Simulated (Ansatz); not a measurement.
Geometry relaxation of C2H6AlFO2 (part 2 of 2)

C2H6AlFO2, SMILES COC(F)[O][AlH2]; RKS PBE-D4/def2-SVP (Ansatz 0.2.0). The geometry: force-field start.

Geometry of the input (Å):
```
C  0.9154  -0.0970  1.6876
O  0.0089  0.6228  0.7807
C  -0.8758  -0.2994  0.1251
F  -1.7515  -0.6934  1.0239
O  -1.4764  0.3164  -0.9676
Al -0.2979  0.5850  -2.3679
H  1.5898  -0.7229  1.1320
H  0.3297  -0.6066  2.4306
H  1.4854  0.7152  2.2565
H  -0.3007  -1.2183  -0.1770
H  -0.1408  -0.5706  -3.4508
H  0.5910  1.9134  -2.4392
```

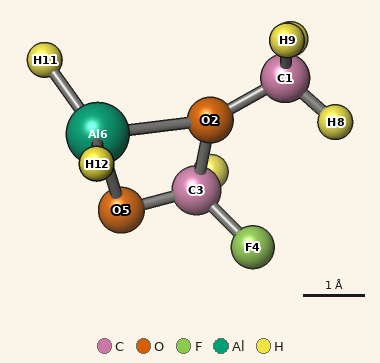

**Figure 1.** The geometry at step 15 of the log (ball-and-stick view, seen at a tilt; atoms are numbered from 1 in the order of the input).

## Trajectory as extended XYZ, continued
```
12
Properties=species:S:1:pos:R:3:forces:R:3 step=5 energy=-15558.12448
C     0.9504   -0.1098    1.6057    0.0687  -0.0895   0.1618
O     0.2159    0.3567    0.4869   -0.0107   0.0954  -0.2630
C    -0.8993   -0.4147    0.0969   -0.1086  -0.1719   0.0527
F    -1.8711   -0.3709    1.0849    0.2139   0.0504  -0.1104
O    -1.3653    0.1277   -1.0437   -0.1316  -0.0742  -0.0564
Al   -0.2162    0.7000   -2.2504    0.1078   0.0838   0.0510
H     1.5703   -1.0023    1.3512   -0.0283   0.0115   0.0314
H     0.2759   -0.3672    2.4537    0.0391   0.0558  -0.0903
H     1.6185    0.7172    1.9178   -0.0099  -0.0791   0.0026
H    -0.6037   -1.5011   -0.0025   -0.0954   0.1393   0.0948
H     0.3140   -0.4536   -3.2351    0.0493   0.1298   0.1116
H     0.0878    2.2625   -2.4314   -0.0941  -0.1514   0.0140
12
Properties=species:S:1:pos:R:3:forces:R:3 step=7 energy=-15558.30794
C     0.9722   -0.1326    1.5053    0.0808   0.1248   0.0805
O     0.2650    0.2536    0.3245   -0.0978  -0.1062  -0.1025
C    -0.9565   -0.4542    0.0885   -0.2324  -0.0522  -0.0252
F    -1.8449   -0.1848    1.1274    0.2993   0.0089  -0.2925
O    -1.4140   -0.0035   -1.0867   -0.1813  -0.0962   0.0589
Al   -0.1481    0.7202   -2.1071    0.1118   0.0316   0.1291
H     1.5396   -1.0764    1.3536    0.0116  -0.0342  -0.0160
H     0.2642   -0.2594    2.3538    0.0322   0.0329  -0.1262
H     1.6770    0.6838    1.7598   -0.0173  -0.0592  -0.0766
H    -0.7750   -1.5670    0.1191   -0.0237   0.1898   0.0818
H     0.6295   -0.3399   -3.0375    0.0217   0.1432   0.1934
H    -0.1319    2.3049   -2.3670   -0.0048  -0.1832   0.0953
12
Properties=species:S:1:pos:R:3:forces:R:3 step=8 energy=-15558.42743
C     0.9825   -0.1275    1.4384    0.0356   0.1361  -0.0286
O     0.2598    0.2110    0.2435   -0.0702  -0.0863  -0.0353
C    -0.9990   -0.4747    0.0736   -0.2577  -0.0558   0.0420
F    -1.8354   -0.1198    1.1282    0.2372  -0.0188  -0.2915
O    -1.4637   -0.0654   -1.1081   -0.2162  -0.1244   0.1067
Al   -0.1302    0.7116   -2.0096    0.3472   0.0487   0.1712
H     1.5345   -1.0846    1.3238    0.0150  -0.0208  -0.0477
H     0.2737   -0.2093    2.2897    0.0200   0.0330  -0.1077
H     1.6971    0.6895    1.6585   -0.0233  -0.0325  -0.1200
H    -0.8425   -1.5856    0.1631   -0.0171   0.1476   0.0528
H     0.7594   -0.2949   -2.8986   -0.0474   0.1178   0.1666
H    -0.1591    2.2944   -2.2688   -0.0231  -0.1448   0.0914
12
Properties=species:S:1:pos:R:3:forces:R:3 step=9 energy=-15558.55370
C     0.9907   -0.1158    1.3612    0.1041   0.1019  -0.0415
O     0.2420    0.1660    0.1618    0.1355  -0.0540   0.2987
C    -1.0539   -0.5042    0.0588   -0.6651   0.0039  -0.2436
F    -1.8401   -0.0579    1.1202    0.2944  -0.0894  -0.2907
O    -1.5102   -0.1349   -1.1305    0.2514   0.0296   0.1173
Al   -0.0343    0.7090   -1.8402   -0.2840  -0.1719  -0.0424
H     1.5316   -1.0837    1.2783   -0.0160   0.0555  -0.0608
H     0.2860   -0.1549    2.2183    0.0332   0.0422  -0.1208
H     1.7116    0.7062    1.5337   -0.0238  -0.0236  -0.1220
H    -0.9143   -1.6081    0.2120    0.0257   0.1167   0.0857
H     0.8553   -0.2517   -2.7759    0.0467   0.0931   0.2104
H    -0.1872    2.2745   -2.1639    0.0980  -0.1040   0.2096
12
Properties=species:S:1:pos:R:3:forces:R:3 step=11 energy=-15558.62433
C     1.0075   -0.0819    1.2878    0.2640  -0.0384   0.4252
O     0.2016    0.0427    0.1303    0.0625   0.1539  -0.2141
C    -1.1417   -0.5763    0.0437    0.1955  -0.1737  -1.3596
F    -1.8912   -0.0146    1.0209   -0.3515   0.1779   0.3748
O    -1.5042   -0.2559   -1.2083   -0.0240  -0.1443   0.7679
Al   -0.0267    0.6886   -1.7531   -0.0586  -0.1347  -0.0027
H     1.4873   -1.0893    1.3293   -0.0692   0.1586   0.0324
H     0.3814    0.0829    2.1945    0.1196  -0.0269  -0.1263
H     1.7972    0.7017    1.2456   -0.1697  -0.1661  -0.0161
H    -1.0478   -1.6752    0.2533   -0.0318   0.1377   0.0965
H     0.9649   -0.1560   -2.6790    0.0398   0.0511  -0.0089
H    -0.1513    2.2779   -1.8312    0.0236   0.0049   0.0309
12
Properties=species:S:1:pos:R:3:forces:R:3 step=12 energy=-15558.64691
C     1.0102   -0.0830    1.2910   -0.0190   0.0242  -0.0181
O     0.1995    0.0769    0.1242    0.0237  -0.0140   0.0509
C    -1.1435   -0.5642    0.0313   -0.0209  -0.1019  -0.0976
F    -1.9000   -0.0224    1.0424   -0.0326   0.0352   0.0600
O    -1.5398   -0.2451   -1.1844    0.2389   0.1549  -0.1021
Al   -0.0295    0.6718   -1.7658   -0.1235  -0.0537   0.1109
H     1.5064   -1.0771    1.2935   -0.0130   0.0146   0.0075
H     0.3770    0.0324    2.1944    0.0120   0.0022  -0.0506
H     1.7760    0.7157    1.2800   -0.0132  -0.0281  -0.0164
H    -1.0303   -1.6548    0.2551    0.0186  -0.0019   0.0596
H     0.9821   -0.1695   -2.6760   -0.0508  -0.0016   0.0034
H    -0.1311    2.2640   -1.8518   -0.0201  -0.0300  -0.0073
12
Properties=species:S:1:pos:R:3:forces:R:3 step=14 energy=-15558.65308
C     1.0125   -0.0865    1.2939   -0.0115   0.0193   0.0323
O     0.2114    0.0561    0.1221    0.0139  -0.0344  -0.0078
C    -1.1374   -0.5777    0.0213    0.0062   0.0129  -0.0003
F    -1.9046    0.0010    1.0092    0.0077  -0.0155  -0.0165
O    -1.5033   -0.2772   -1.2081   -0.0406  -0.0385   0.0616
Al   -0.0268    0.6786   -1.7525    0.0138   0.0376  -0.0537
H     1.4586   -1.1025    1.3455   -0.0085   0.0063   0.0041
H     0.3888    0.1037    2.1904    0.0048   0.0026  -0.0155
H     1.8180    0.6695    1.2421   -0.0030  -0.0142  -0.0065
H    -1.0382   -1.6617    0.2827   -0.0005   0.0128  -0.0115
H     0.9793   -0.1239   -2.6987    0.0063  -0.0007   0.0070
H    -0.1810    2.2652   -1.8138    0.0113   0.0118   0.0069
12
Properties=species:S:1:pos:R:3:forces:R:3 step=15 energy=-15558.65452
C     1.0095   -0.0844    1.2963    0.0026   0.0236  -0.0056
O     0.2197    0.0396    0.1146    0.0179  -0.0369  -0.0290
C    -1.1330   -0.5833    0.0190    0.0117   0.0073   0.0157
F    -1.8881   -0.0021    1.0138   -0.0341   0.0101   0.0156
O    -1.5053   -0.2761   -1.2061   -0.0154  -0.0250   0.0121
Al   -0.0287    0.6796   -1.7561    0.0058   0.0239  -0.0177
H     1.4501   -1.1005    1.3681   -0.0008  -0.0218   0.0153
H     0.3800    0.1246    2.1835   -0.0062   0.0090   0.0018
H     1.8201    0.6649    1.2354    0.0028   0.0017   0.0003
H    -1.0435   -1.6684    0.2773    0.0127  -0.0044  -0.0181
H     0.9734   -0.1165   -2.7127   -0.0056   0.0002   0.0072
H    -0.1771    2.2672   -1.7993    0.0086   0.0123   0.0023
12
Properties=species:S:1:pos:R:3:forces:R:3 step=17 energy=-15558.65949
C     1.0047   -0.0772    1.3016   -0.0084  -0.0025  -0.0493
O     0.2482   -0.0214    0.0896    0.0173  -0.0339   0.0283
C    -1.1210   -0.6058    0.0105   -0.0133  -0.0200   0.0000
F    -1.8496   -0.0087    1.0187   -0.0153   0.0156   0.0088
O    -1.5044   -0.2850   -1.2077    0.0383   0.0207  -0.0113
Al   -0.0342    0.6871   -1.7578   -0.0066  -0.0066   0.0286
H     1.4129   -1.0991    1.4568   -0.0196   0.0314   0.0069
H     0.3610    0.2129    2.1563    0.0112   0.0052  -0.0323
H     1.8384    0.6420    1.2016    0.0053  -0.0042   0.0167
H    -1.0589   -1.6942    0.2610    0.0094  -0.0027  -0.0053
H     0.9467   -0.0850   -2.7560   -0.0196   0.0138   0.0054
H    -0.1669    2.2790   -1.7407    0.0013  -0.0169   0.0035
12
Properties=species:S:1:pos:R:3:forces:R:3 step=18 energy=-15558.66260
C     1.0001   -0.0709    1.3053   -0.0063  -0.0175   0.0061
O     0.2758   -0.0804    0.0684    0.0405  -0.0405   0.1184
C    -1.1092   -0.6284    0.0023   -0.0310  -0.0132  -0.0037
F    -1.8142   -0.0093    1.0171   -0.0055   0.0052  -0.0054
O    -1.4955   -0.2982   -1.2120    0.0203   0.0038  -0.0184
Al   -0.0355    0.6914   -1.7549   -0.0007   0.0050   0.0241
H     1.3690   -1.0971    1.5439   -0.0686   0.1812  -0.0343
H     0.3455    0.3034    2.1250    0.1088  -0.0558  -0.1631
H     1.8619    0.6120    1.1693   -0.0483  -0.0626   0.0466
H    -1.0757   -1.7179    0.2533    0.0082   0.0111  -0.0072
H     0.9211   -0.0435   -2.8050   -0.0251   0.0181   0.0272
H    -0.1662    2.2834   -1.6786    0.0076  -0.0346   0.0096
12
Properties=species:S:1:pos:R:3:forces:R:3 step=19 energy=-15558.66531
C     0.9990   -0.0646    1.3007   -0.0348  -0.0037   0.0099
O     0.2823   -0.0994    0.0602    0.0411  -0.0448   0.0968
C    -1.1071   -0.6387   -0.0021   -0.0315  -0.0254   0.0063
F    -1.8058   -0.0158    1.0152   -0.0003   0.0026  -0.0135
O    -1.4958   -0.3063   -1.2153    0.0225   0.0012  -0.0047
Al   -0.0398    0.6911   -1.7518    0.0336   0.0247   0.0466
H     1.3420   -1.0896    1.5756   -0.0565   0.1541  -0.0364
H     0.3473    0.3510    2.1015    0.1043  -0.0593  -0.1290
H     1.8775    0.5929    1.1503   -0.0464  -0.0523   0.0306
H    -1.0785   -1.7287    0.2477    0.0022   0.0160  -0.0052
H     0.9163   -0.0286   -2.8116   -0.0313   0.0171   0.0104
H    -0.1604    2.2814   -1.6365   -0.0029  -0.0303  -0.0118
12
Properties=species:S:1:pos:R:3:forces:R:3 step=21 energy=-15558.66682 accepted=F
C     0.9938   -0.0293    1.2837    0.0382  -0.0669  -0.0825
O     0.3343   -0.2452    0.0303   -0.1074  -0.0272  -0.1552
C    -1.1110   -0.7210   -0.0346    0.3719   0.2645   0.2629
F    -1.7451   -0.0497    0.9974   -0.1058  -0.1118  -0.0571
O    -1.4735   -0.3539   -1.2362   -0.1320  -0.0340  -0.1190
Al   -0.0350    0.7080   -1.7052    0.0215  -0.0852   0.1951
H     1.1635   -1.0056    1.7929   -0.0128   0.1421  -0.0519
H     0.3992    0.6435    1.9355    0.0254  -0.0395  -0.0371
H     1.9712    0.4374    1.0423   -0.0815  -0.0601   0.0998
H    -1.1282   -1.8104    0.2123   -0.0340   0.0256  -0.0109
H     0.8791    0.0943   -2.8565    0.0094   0.0134  -0.0310
H    -0.1712    2.2766   -1.4280    0.0071  -0.0209  -0.0132
12
Properties=species:S:1:pos:R:3:forces:R:3 step=22 energy=-15558.67348
C     0.9930   -0.0406    1.2845    0.0161   0.0003   0.0857
O     0.3191   -0.2001    0.0323   -0.0471  -0.0027   0.0101
C    -1.1011   -0.6912   -0.0193    0.0497  -0.0177   0.0429
F    -1.7677   -0.0403    1.0032    0.0121  -0.0028  -0.0166
O    -1.4825   -0.3461   -1.2278   -0.0210   0.0252  -0.0430
Al   -0.0417    0.6987   -1.7197    0.0526   0.0018   0.0393
H     1.2138   -1.0399    1.7256   -0.0284   0.1368  -0.0548
H     0.3724    0.5570    1.9880    0.0857  -0.0755  -0.0975
H     1.9448    0.4875    1.0746   -0.0751  -0.0530   0.0364
H    -1.1047   -1.7801    0.2310   -0.0033   0.0050   0.0018
H     0.8894    0.0631   -2.8504   -0.0245   0.0055   0.0014
H    -0.1576    2.2766   -1.4882   -0.0170  -0.0229  -0.0057
12
Properties=species:S:1:pos:R:3:forces:R:3 step=24 energy=-15558.67567
C     0.9918   -0.0338    1.2824   -0.0167   0.0128   0.0009
O     0.3247   -0.2122    0.0302    0.0075  -0.0031  -0.0365
C    -1.0948   -0.7050   -0.0246    0.0051   0.0220   0.0027
F    -1.7607   -0.0584    1.0010    0.0047  -0.0081  -0.0052
O    -1.4760   -0.3531   -1.2318   -0.0040  -0.0177   0.0136
Al   -0.0368    0.7038   -1.7069   -0.0319   0.0022  -0.0019
H     1.1464   -1.0183    1.7683    0.0036  -0.0183   0.0131
H     0.4041    0.6281    1.9481   -0.0030   0.0052   0.0052
H     1.9739    0.4230    1.0631    0.0154   0.0027   0.0054
H    -1.0965   -1.7949    0.2218   -0.0036   0.0055  -0.0049
H     0.8814    0.0899   -2.8575    0.0116  -0.0008   0.0023
H    -0.1804    2.2756   -1.4603    0.0112  -0.0024   0.0053
12
Properties=species:S:1:pos:R:3:forces:R:3 step=25 energy=-15558.67596
C     0.9906   -0.0319    1.2803   -0.0054   0.0038   0.0128
O     0.3279   -0.2182    0.0255    0.0098  -0.0028   0.0070
C    -1.0931   -0.7079   -0.0260    0.0154  -0.0040   0.0230
F    -1.7548   -0.0599    1.0013   -0.0051  -0.0010  -0.0050
O    -1.4773   -0.3570   -1.2322   -0.0052   0.0009  -0.0041
Al   -0.0412    0.7039   -1.7069    0.0032   0.0057  -0.0008
H     1.1350   -1.0138    1.7781   -0.0073   0.0245  -0.0144
H     0.4049    0.6422    1.9372    0.0157  -0.0177  -0.0187
H     1.9788    0.4142    1.0615   -0.0144  -0.0088   0.0053
H    -1.0960   -1.7975    0.2210   -0.0044   0.0010  -0.0044
H     0.8804    0.0963   -2.8587   -0.0024   0.0013   0.0003
H    -0.1782    2.2743   -1.4475    0.0002  -0.0028  -0.0010
```
